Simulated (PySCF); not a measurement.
# TaNF₂: relaxation and vibrations of the singlet

The task is one start of a wider search on TaNF₂: the singlet, from a T-shaped (ligand arrangement 1) start. It is relaxed, tested by its Hessian and followed downhill if it is a saddle.

Program: PySCF 2.14.0. Level of theory: PBE0, basis Ta def2-TZVP with ECP60, N def2-TZVP, F def2-TZVP, scalar-relativistic core potentials, no spin–orbit coupling, density fitting. These are calculated values, not measurements.

### 1 Starting geometry

4 atoms, charge 0, spin multiplicity 1.

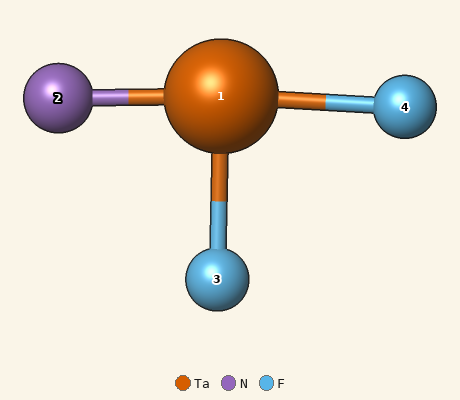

As it starts; tantalum orange, nitrogen purple, fluorine blue; atoms are numbered from 1 in the order of the file.

```xyz
4
charge 0 multiplicity 1
Ta    0.0000    0.0000    0.0000
N    -1.8589    0.0000    0.0649
F     0.0000    0.0000    2.1000
F     2.0987    0.0000    0.0733
```

### 2 Finding the electronic state

One driver script runs all steps and calls PySCF; scf.py shows how it sets up the SCF of each step. The optimiser is the driver's own. After this first run the driver tries any further starts and a stability analysis.

Input file scf.py:

```python
from pyscf import gto, scf, dft
mol = gto.M(atom='''
Ta     0.000000     0.000000     0.000000
N     -1.858900     0.000000     0.064900
F      0.000000     0.000000     2.100000
F      2.098700     0.000000     0.073300''',
    basis={'Ta': 'def2-TZVP', 'N': 'def2-TZVP', 'F': 'def2-TZVP'},
    ecp={'Ta': 'def2-TZVP'},
    charge=0, spin=0)
mf = dft.RKS(mol, xc='PBE0')
mf.grids.atom_grid = (50, 194)
aux = {'Ta': 'def2-universal-JKFIT', 'N': 'def2-universal-JKFIT', 'F': 'def2-universal-JKFIT'}
mf = mf.density_fit(auxbasis=aux)
mf.conv_tol = 1e-08
mf.diis_space = 10
mf.max_cycle = 60
mf.init_guess = 'minao'
mf.verbose = 4
mf.kernel()
```

The run is started by

```bash
$ OMP_NUM_THREADS=4 python axn.py task.json out
```

What it wrote:

```text
init E= -291.645429633015
  HOMO = -0.47130727033148  LUMO = -0.379142393500812  gap/eV = 2.50793
cycle= 1 E= -311.049443801807  delta_E= -19.4  |g|= 0.989  |ddm|=  6.9
  HOMO = -0.184412600811423  LUMO = -0.163521867623635  gap/eV = 0.56847
cycle= 2 E= -307.461398497932  delta_E= 3.59  |g|= 4.24  |ddm|= 2.97
  HOMO = -0.233852316587208  LUMO = -0.13980302984816  gap/eV = 2.55921
cycle= 3 E= -311.097124884528  delta_E= -3.64  |g|= 0.746  |ddm|= 2.81
  HOMO = -0.227290516009545  LUMO = -0.187766489647114  gap/eV = 1.07550
cycle= 4 E= -311.007960935014  delta_E= 0.0892  |g|= 0.995  |ddm|= 0.986
  HOMO = -0.285690879785715  LUMO = -0.20246627482096  gap/eV = 2.26466
cycle= 5 E= -311.227374837845  delta_E= -0.219  |g|= 0.187  |ddm|= 0.614
  HOMO = -0.27325219653212  LUMO = -0.193617067782757  gap/eV = 2.16698
cycle= 6 E= -311.230702090558  delta_E= -0.00333  |g|= 0.131  |ddm|= 0.146
  HOMO = -0.273370353565378  LUMO = -0.188487163389553  gap/eV = 2.30979
cycle= 7 E= -311.233477622639  delta_E= -0.00278  |g|= 0.0556  |ddm|= 0.0611
  HOMO = -0.277140891451102  LUMO = -0.189520756300446  gap/eV = 2.38427
cycle= 8 E= -311.234079916597  delta_E= -0.000602  |g|= 0.0189  |ddm|= 0.0255
  HOMO = -0.277971897000473  LUMO = -0.189356592282  gap/eV = 2.41135
cycle= 9 E= -311.234171194647  delta_E= -9.13e-05  |g|= 0.00437  |ddm|= 0.0143
  HOMO = -0.278147221066874  LUMO = -0.189292105692626  gap/eV = 2.41787
cycle= 10 E= -311.234180674977  delta_E= -9.48e-06  |g|= 0.00111  |ddm|= 0.00741
  HOMO = -0.278268408854438  LUMO = -0.189318689354959  gap/eV = 2.42045
cycle= 11 E= -311.234184850507  delta_E= -4.18e-06  |g|= 0.000566  |ddm|= 0.00838
  HOMO = -0.278412735278589  LUMO = -0.18936058468681  gap/eV = 2.42323
cycle= 12 E= -311.234186404273  delta_E= -1.55e-06  |g|= 0.000117  |ddm|= 0.00771
  HOMO = -0.27841181331342  LUMO = -0.189356466730434  gap/eV = 2.42332
cycle= 13 E= -311.234186449125  delta_E= -4.49e-08  |g|= 7.93e-05  |ddm|= 0.000905
  HOMO = -0.27841288326615  LUMO = -0.189359278287686  gap/eV = 2.42327
cycle= 14 E= -311.234186463184  delta_E= -1.41e-08  |g|= 6.98e-05  |ddm|= 0.000543
  HOMO = -0.278406933150654  LUMO = -0.189359274202609  gap/eV = 2.42311
cycle= 15 E= -311.234186466953  delta_E= -3.77e-09  |g|= 2.21e-05  |ddm|= 0.00025
  HOMO = -0.278403544970775  LUMO = -0.189361393980221  gap/eV = 2.42296
Extra cycle  E= -311.234186465576  delta_E= 1.38e-09  |g|= 8.87e-05  |ddm|= 6.98e-05
converged SCF energy = -311.234186465576
```

This step, with its further starts and checks, ran for 9.1 s (4 threads of Arm Neoverse V2, shared host).

The starts that the driver tried:

```
                      start  energy (Eh)
    the minimal-basis guess  -311.234186
a thermally smeared density  -311.234186
      a smeared PBE density  -311.234186
```

No lower closed-shell solution turned up from the other starts or in the test of internal stability.

### 3 Relaxing the singlet from the T-shaped (ligand arrangement 1) start

The program finds Cs symmetry in the start, which this walk keeps. Threshold on the gradient: 0.0003 Eh/bohr, with a further test on the energy change.

Edit scf.py of step 2 so:

```diff
@@ -3,4 +3,4 @@
-Ta     0.000000     0.000000     0.000000
-N     -1.858900     0.000000     0.064900
-F      0.000000     0.000000     2.100000
-F      2.098700     0.000000     0.073300''',
+Ta    -0.059419     0.000000    -0.181148
+N     -1.918319     0.000000    -0.116248
+F     -0.059419     0.000000     1.918852
+F      2.039281     0.000000    -0.107848''',
@@ -17 +16,0 @@
-mf.init_guess = 'minao'
```

The optimiser's trace:

```
step  energy (Eh)  change (kJ/mol)  largest symmetric gradient (Eh/bohr)
   0  -311.234186             0.00                               0.13056
   1  -311.295299          -160.45                               0.07579
   2  -311.312261          -204.98                               0.07487
   3  -311.329797          -251.03                               0.03335
   4  -311.351976          -309.26                               0.02745
   5  -311.361049          -333.08                               0.03208
   6  -311.362816          -337.72                               0.02749
   7  -311.363949          -340.69                               0.01931
   8  -311.365110          -343.74                               0.00473
   9  -311.365413          -344.53                               0.01014
  10  -311.365576          -344.96                               0.00422
  11  -311.365601          -345.03                               0.00016
  12  -311.365601          -345.03                               0.00002
```

The walk took 27 s.

Geometry (Å) and forces (eV/Å) at some steps:

```
step 0
Ta  -0.059   0.000  -0.181  -5.758   0.000   6.453
N   -1.918   0.000  -0.116   6.714   0.000  -1.575
F   -0.059   0.000   1.919   0.418   0.000  -4.068
F    2.039   0.000  -0.108  -1.375   0.000  -0.811
step 1
Ta  -0.110   0.000  -0.052  -0.379   0.000   3.897
N   -1.807   0.000  -0.169   0.909   0.000  -1.256
F   -0.041   0.000   1.870   0.091   0.000  -1.717
F    1.961   0.000  -0.135  -0.621   0.000  -0.924
step 6
Ta   0.025   0.000   0.377  -0.232   0.000   1.413
N   -1.394   0.000  -0.529   0.323   0.000   0.084
F   -0.256   0.000   2.324  -0.051   0.000  -1.143
F    1.628   0.000  -0.658  -0.041   0.000  -0.354
step 12
Ta   0.083   0.000   0.431   0.001   0.000   0.000
N   -1.331   0.000  -0.474  -0.002   0.000   0.002
F   -0.348   0.000   2.299   0.004   0.000   0.001
F    1.598   0.000  -0.743  -0.002   0.000  -0.003
```

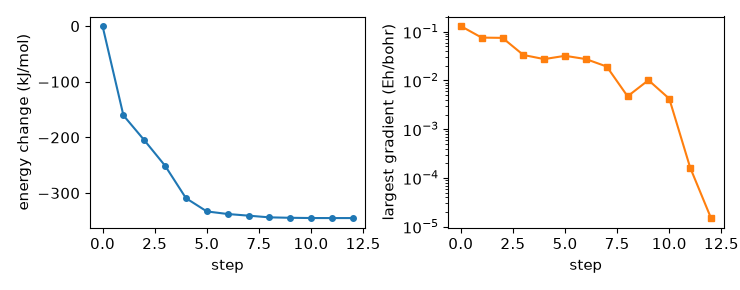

How energy and gradient fall.

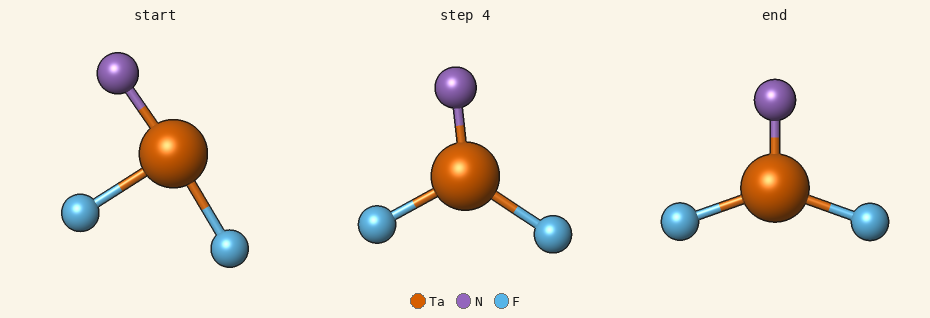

Start and end of the relaxation, with a step between.

End point (C2v, 12 steps, 345.0 kJ/mol gained): Ta–F 1.917 Å (×2), Ta–N 1.678 Å; F–Ta–F 140.7°, F–Ta–N 109.6° (×2).

### 4 Frequencies

On the finer grid the gradient is checked again; gradients at displacements of ±0.02 bohr then give force constants and infrared intensities.

Edit scf.py of step 3 so:

```diff
@@ -3,4 +3,4 @@
-Ta    -0.059419     0.000000    -0.181148
-N     -1.918319     0.000000    -0.116248
-F     -0.059419     0.000000     1.918852
-F      2.039281     0.000000    -0.107848''',
+Ta    -0.006408     0.000000    -0.004100
+N     -1.419855     0.000000    -0.908324
+F     -0.429838     0.000000     1.865580
+F      1.513573     0.000000    -1.172282''',
@@ -11 +11 @@
-mf.grids.atom_grid = (50, 194)
+mf.grids.atom_grid = (75, 302)
@@ -14 +14 @@
-mf.conv_tol = 1e-08
+mf.conv_tol = 1e-10
```

This SCF starts from the last density.

Log of the central SCF (cycles and frontier levels):

```text
init E= -311.365757131239
  HOMO = -0.285674258546848  LUMO = -0.158797570376851  gap/eV = 3.45249
cycle= 1 E= -311.365757130623  delta_E= 6.16e-10  |g|= 5.57e-05  |ddm|= 3.56e-05
  HOMO = -0.285684995289004  LUMO = -0.158791618717999  gap/eV = 3.45294
cycle= 2 E= -311.365757122718  delta_E= 7.9e-09  |g|= 0.000199  |ddm|= 0.00012
  HOMO = -0.285676299338242  LUMO = -0.158796023188241  gap/eV = 3.45259
cycle= 3 E= -311.365757131295  delta_E= -8.58e-09  |g|= 1.07e-06  |ddm|= 9.44e-05
  HOMO = -0.285676444121463  LUMO = -0.158796138606885  gap/eV = 3.45259
cycle= 4 E= -311.365757131295  delta_E= 2.27e-13  |g|= 4.7e-07  |ddm|= 9.94e-07
  HOMO = -0.285676482353558  LUMO = -0.158796112837944  gap/eV = 3.45259
Extra cycle  E= -311.365757131295  delta_E= -5.12e-13  |g|= 8.95e-07  |ddm|= 9.4e-07
converged SCF energy = -311.365757131295
```

The whole step took 37 s.

Geometry: C2v; Ta–F 1.917 Å (×2), Ta–N 1.678 Å; F–Ta–F 140.3°, F–Ta–N 109.8° (×2).

Modes, for the most abundant isotopes:

```tsv
symmetry	ω (cm⁻¹)	IR (km/mol)	μ (u)
b1	118i	92.6	21.57
a1	176	8.2	21.34
b2	303	3.0	15.62
a1	632	58.7	19.44
b2	641	202	22.61
a1	1108	104	14.98
```

1 mode is imaginary, the largest at 118i cm⁻¹: a saddle point, not a minimum.

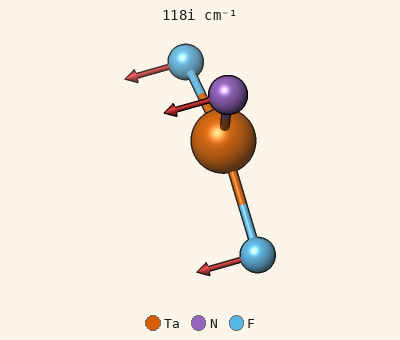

The imaginary mode, as arrows.

Constants and moments:

```
Dipole moment                                                   : 3.31 D
Highest occupied level                                          : -7.77 eV
Lowest empty level                                              : -4.32 eV
Rotational constants                                            : 0.3037, 0.1365, 0.09415 cm⁻¹
Zero-point energy (real modes)                                  : 17.1 kJ/mol
Principal polarisabilities                                      : 25.1, 36.0, 47.0 bohr³
Atomisation energy without zero-point energy                    : 1699 kJ/mol
Principal traceless quadrupole moments about the centre of mass : -9.42, -5.86, 15.28 D Å
```

Populations by atom (charges in e):

| atom | Mulliken | Löwdin | polar tensor | Mayer order to Ta1 |
| --- | --- | --- | --- | --- |
| Ta1 | 1.37 | 0.92 | 2.29 | – |
| N2 | -0.49 | -0.36 | -0.82 | 2.94 |
| F3,4 | -0.44 | -0.28 | -0.73 | 0.91 |

Outer orbital energies (eV). occupied: -12.87, -12.56, -12.13, -12.13, -11.91, -8.74, -7.87, -7.77; empty: -4.32, -2.28, -1.16, 0.10.

Mulliken populations on Ta1 (outside its core potential): s 2.19, p 6.29, d 3.00, f 0.15.

### 5 Leaving the saddle point

The start is the last point, displaced along its most imaginary mode.

The program finds Cs symmetry in the start, which this walk keeps.

Edit scf.py of step 4 so:

```diff
@@ -3,4 +3,4 @@
-Ta    -0.006408     0.000000    -0.004100
-N     -1.419855     0.000000    -0.908324
-F     -0.429838     0.000000     1.865580
-F      1.513573     0.000000    -1.172282''',
+Ta    -0.004465    -0.069223    -0.002856
+N     -1.417912     0.250000    -0.907080
+F     -0.427895     0.237518     1.866823
+F      1.515516     0.237518    -1.171039''',
@@ -11 +11 @@
-mf.grids.atom_grid = (75, 302)
+mf.grids.atom_grid = (50, 194)
@@ -14 +14 @@
-mf.conv_tol = 1e-10
+mf.conv_tol = 1e-08
```

The optimiser's trace:

```
step  energy (Eh)  change (kJ/mol)  largest symmetric gradient (Eh/bohr)
   0  -311.366689             0.00                               0.02792
   1  -311.370179            -9.16                               0.00615
   2  -311.371629           -12.97                               0.00873
   3  -311.372948           -16.43                               0.00539
   4  -311.373468           -17.80                               0.00631
   5  -311.373526           -17.95                               0.00255
   6  -311.373552           -18.02                               0.00011
   7  -311.373554           -18.02                               0.00006
```

The walk took 16 s.

Geometry (Å) and forces (eV/Å) at some steps:

```
step 0
Ta  -0.004  -0.069  -0.003  -1.147   0.265  -0.743
N   -1.418   0.250  -0.907   1.435  -0.262   0.920
F   -0.428   0.238   1.867   0.322   0.002  -0.828
F    1.516   0.238  -1.171  -0.610  -0.005   0.650
step 1
Ta  -0.018  -0.139  -0.012   0.210  -0.313   0.127
N   -1.385   0.267  -0.886  -0.317   0.134  -0.201
F   -0.410   0.264   1.818   0.197   0.096  -0.204
F    1.479   0.264  -1.135  -0.089   0.083   0.279
step 4
Ta  -0.097  -0.335  -0.062  -0.048   0.324  -0.032
N   -1.414   0.303  -0.904   0.132  -0.124   0.087
F   -0.260   0.344   1.701   0.047  -0.112  -0.147
F    1.435   0.344  -0.949  -0.131  -0.088   0.092
step 7
Ta  -0.096  -0.319  -0.061  -0.001   0.003   0.002
N   -1.417   0.297  -0.907   0.002   0.000   0.004
F   -0.260   0.339   1.704   0.009  -0.012   0.001
F    1.438   0.339  -0.950  -0.010   0.009  -0.006
```

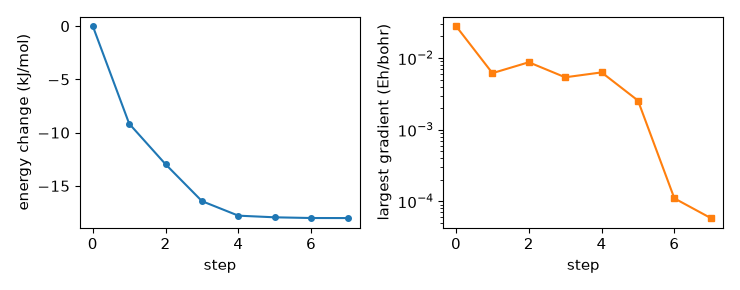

Energy and largest gradient along the walk.

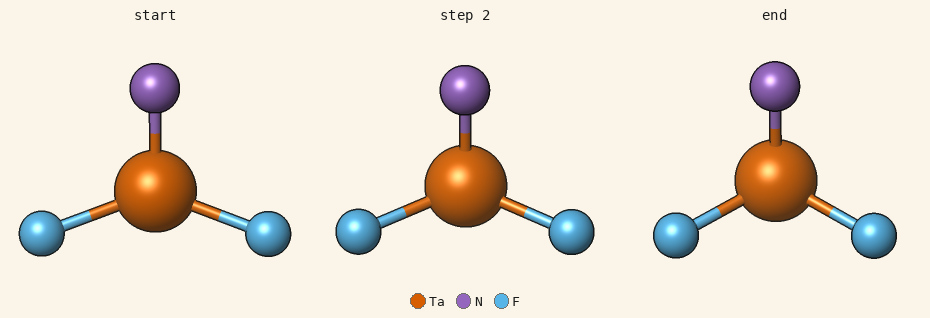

Start and end of the relaxation, with a step between.

End point (Cs, 7 steps, 18.0 kJ/mol gained): Ta–F 1.891 Å (×2), Ta–N 1.685 Å; F–Ta–F 112.8°, F–Ta–N 105.8° (×2).

### 6 Vibrations and properties at this point

The same treatment as at the point before.

Edit scf.py of step 5 so:

```diff
@@ -3,4 +3,4 @@
-Ta    -0.004465    -0.069223    -0.002856
-N     -1.417912     0.250000    -0.907080
-F     -0.427895     0.237518     1.866823
-F      1.515516     0.237518    -1.171039''',
+Ta    -0.027529    -0.136383    -0.017611
+N     -1.351598     0.471126    -0.864657
+F     -0.205092     0.510268     1.751009
+F      1.503765     0.510268    -0.920209''',
@@ -11 +11 @@
-mf.grids.atom_grid = (50, 194)
+mf.grids.atom_grid = (75, 302)
@@ -14 +14 @@
-mf.conv_tol = 1e-08
+mf.conv_tol = 1e-10
```

Log of the central SCF (cycles and frontier levels):

```text
init E= -311.373647723657
  HOMO = -0.280048353041825  LUMO = -0.144489828119877  gap/eV = 3.68874
cycle= 1 E= -311.373647723481  delta_E= 1.76e-10  |g|= 2.97e-05  |ddm|= 1.88e-05
  HOMO = -0.280055135971938  LUMO = -0.144487088220117  gap/eV = 3.68899
cycle= 2 E= -311.373647721206  delta_E= 2.28e-09  |g|= 0.000107  |ddm|= 6.62e-05
  HOMO = -0.280049948628944  LUMO = -0.144489296582055  gap/eV = 3.68879
cycle= 3 E= -311.373647723673  delta_E= -2.47e-09  |g|= 8.77e-07  |ddm|= 5.17e-05
  HOMO = -0.28004988505839  LUMO = -0.144489256433182  gap/eV = 3.68879
cycle= 4 E= -311.373647723672  delta_E= 7.96e-13  |g|= 2.66e-07  |ddm|= 6.44e-07
  HOMO = -0.280049893656162  LUMO = -0.144489259355069  gap/eV = 3.68879
Extra cycle  E= -311.373647723673  delta_E= -9.09e-13  |g|= 4.24e-07  |ddm|= 7.01e-07
converged SCF energy = -311.373647723673
```

The whole step ran for 45 s (4 threads of Arm Neoverse V2, shared host).

Geometry: Cs; Ta–F 1.891 Å (×2), Ta–N 1.685 Å; F–Ta–F 113.9°, F–Ta–N 105.8° (×2).

Modes, for the most abundant isotopes:

```tsv
symmetry	ω (cm⁻¹)	IR (km/mol)	μ (u)	type
a'	129	30.1	21.29	bend
a'	242	14.9	18.41	bend
a''	306	6.9	15.86	bend
a''	654	153	21.79	stretch
a'	659	82.1	20.24	stretch
a'	1089	61.6	14.98	stretch
```

Every mode is real; the point is a minimum.

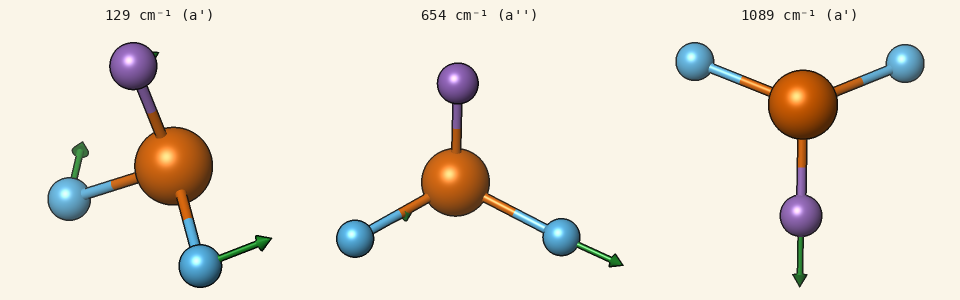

Displacements of 3 of the modes, as arrows (one member where a mode is degenerate).

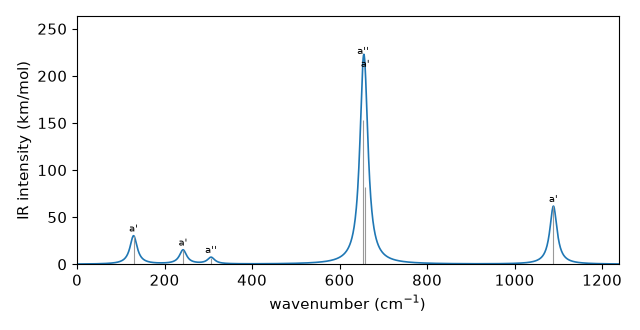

The harmonic infrared spectrum (widths in cm⁻¹). Lines are broadened to a width of 20 cm⁻¹ (Lorentzian).

Properties at this point:

```
Dipole moment                                                   : 5.78 D
Highest occupied level                                          : -7.62 eV
Lowest empty level                                              : -3.93 eV
Rotational constants                                            : 0.2242, 0.1515, 0.1088 cm⁻¹
Zero-point energy                                               : 18.4 kJ/mol
Principal polarisabilities                                      : 25.9, 34.8, 51.9 bohr³
Atomisation energy without zero-point energy                    : 1719 kJ/mol
Principal traceless quadrupole moments about the centre of mass : -7.55, -4.09, 11.64 D Å
Entropy at 298.15 K and 1 bar                                   : 312.8 J/(mol K)
Heat capacity Cp at 298.15 K                                    : 64.6 J/(mol K)
Enthalpy at 298.15 K above 0 K                                  : 14.85 kJ/mol
Rotational symmetry number                                      : 1
```

Populations by atom (charges in e):

```json
{"atom": "Ta1", "Mulliken": "1.30", "Löwdin": "0.86", "polar tensor": "2.00", "Mayer order to Ta1": "–"}
{"atom": "N2", "Mulliken": "-0.48", "Löwdin": "-0.36", "polar tensor": "-0.69", "Mayer order to Ta1": "2.93"}
{"atom": "F3,4", "Mulliken": "-0.41", "Löwdin": "-0.25", "polar tensor": "-0.65", "Mayer order to Ta1": "0.96"}
```

Outer orbital energies (eV). occupied: -13.05, -12.43, -12.41, -12.18, -11.86, -8.32, -7.72, -7.62; empty: -3.93, -1.99, -1.09, 0.34.

Mulliken populations on Ta1 (outside its core potential): s 2.25, p 6.25, d 3.05, f 0.14.

### 7 Would spin polarisation lower it?

At the lowest minimum the closed shell is tested against spin polarisation, on the (50, 194) grid. It is stable.

### 8 All stationary points

| spin | group | bonds | imaginary modes (cm⁻¹) | ΔE (kJ/mol) | with zero-point energy |
| --- | --- | --- | --- | --- | --- |
| singlet | Cs | Ta–F 1.891 Å (×2), Ta–N 1.685 Å | none | 0.0 | 0.0 |
| singlet | C2v | Ta–F 1.917 Å (×2), Ta–N 1.678 Å | 118i | 20.7 | – |

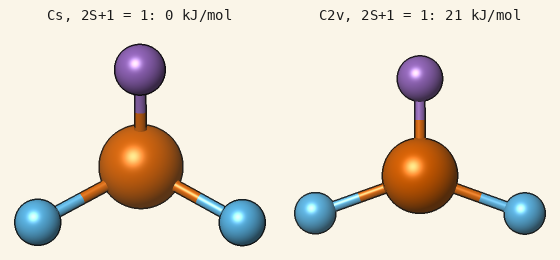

The points, lowest first (tantalum orange, nitrogen purple, fluorine blue).

### 9 Outcome

| quantity | value |
| --- | --- |
| minimum | singlet, Cs |
| geometry | Ta–F 1.891 Å (×2), Ta–N 1.685 Å; F–Ta–F 113.9°, F–Ta–N 105.8° (×2) |
| wavenumbers (cm⁻¹) | 129 (a'), 242 (a'), 306 (a''), 654 (a''), 659 (a'), 1089 (a') |
| dipole moment | 5.78 D |
| highest occupied, lowest empty level | -7.62, -3.93 eV |
| polar-tensor charge of Ta1 | +2.00 e |
| zero-point energy | 18.4 kJ/mol |
| entropy at 298.15 K | 312.8 J/(mol K) |
| atomisation energy (no zero-point energy) | 1719 kJ/mol |

From Cs at the start the molecule goes to a Cs minimum, after a stop at a saddle point 20.7 kJ/mol higher, from which it was pushed off along an imaginary mode. In the infrared the band at 654 cm⁻¹ (a'', stretch) leads. With 5.8 D the molecule is strongly polar. Only this shape and spin were tried, so other structures or states may lie lower. Spin–orbit coupling, left out here, can matter for elements this heavy.

The search up to here took 2.3 min.
